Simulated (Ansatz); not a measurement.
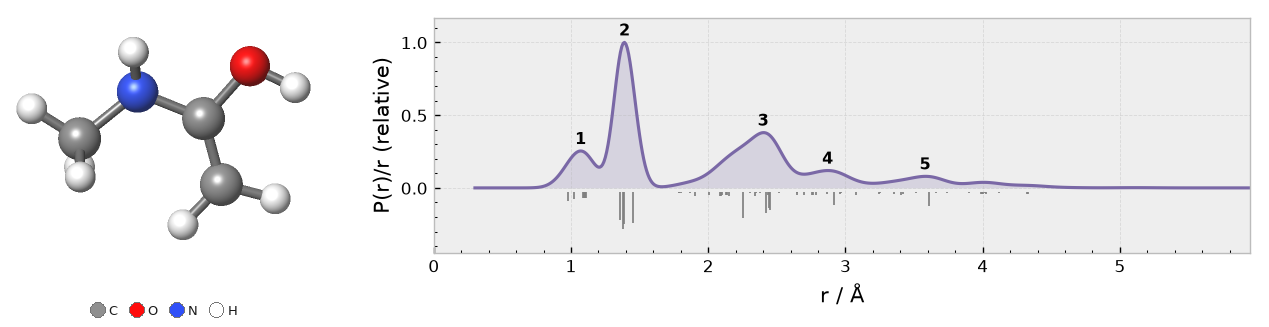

Simulated gas electron diffraction: radial distribution curve of C3H7NO. Each pair of atoms contributes with weight ZᵢZⱼ/r (bars below the curve); damping constant 0.001 Å²; vibrational amplitudes assumed, not computed: 0.05 Å for bonds, 0.078 Å for bonds to H, 0.06 + 0.015 r up to 0.15 Å for other pairs. The geometry is the end point of an optimisation (RKS PBE-D4/6-31G* in Ansatz); it may be a saddle point or a higher isomer.

> Which pairs of atoms lie under the numbered peaks? Mark bonded pairs by – and others by ···.

Peak 1, 1.07 Å: O–H 0.98 Å, N–H 1.02 Å, C–H 1.09–1.11 Å (×5), not resolved
Peak 2, 1.39 Å: C–C 1.36 Å, O–C 1.38 Å, N–C 1.39–1.45 Å (×2), not resolved
Peak 3, 2.40 Å: O···N 2.25 Å, O···C 2.42 Å, C···C 2.45 Å, N···C 2.45 Å, not resolved; in its flanks C···H 1.90–2.14 Å, N···H 2.09–2.15 Å
Peak 4, 2.87 Å: C···H 2.76–2.96 Å (×4), N···H 2.77–3.08 Å (×2), C···C 2.91 Å, not resolved
Peak 5, 3.58 Å: C···H 3.35 Å, O···H 3.40 Å, N···H 3.42 Å, O···C 3.61 Å, not resolved
